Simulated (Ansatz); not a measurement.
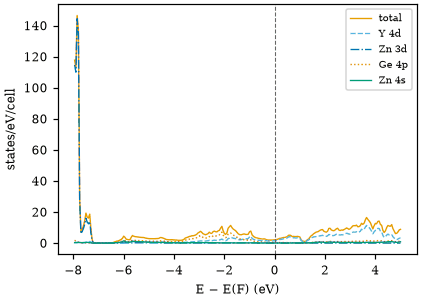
Total and projected density of states of YZnGe in space group P6_3/mmc (No. 194; Y on 2b, Y on 2a, Zn on 4f, Ge on 4f), the program Ansatz at the r²SCAN level (PAW)

Which orbitals carry the states next to the Fermi level?

Within 0.5 eV of the Fermi level: Y 4d 73 %, Ge 4p 14 %, outside the projected shells 8 %. Projections are on Löwdin-orthogonalised atomic valence shells; empty p or d shells of many metals are not among them.

The first step of the workflow began from a Materials Project structure, measured or hypothetical; the Crystallography Open Database copy checked does not list it. Its standing as an ambient phase is unchecked. Symmetry was held in the r²SCAN relaxation; its stability against distortions is not shown here. No spin polarisation was allowed. Scalar-relativistic: spin–orbit coupling is off unless named, which matters more the heavier the elements.

Potentials: the earlier of the program's two PAW sets.
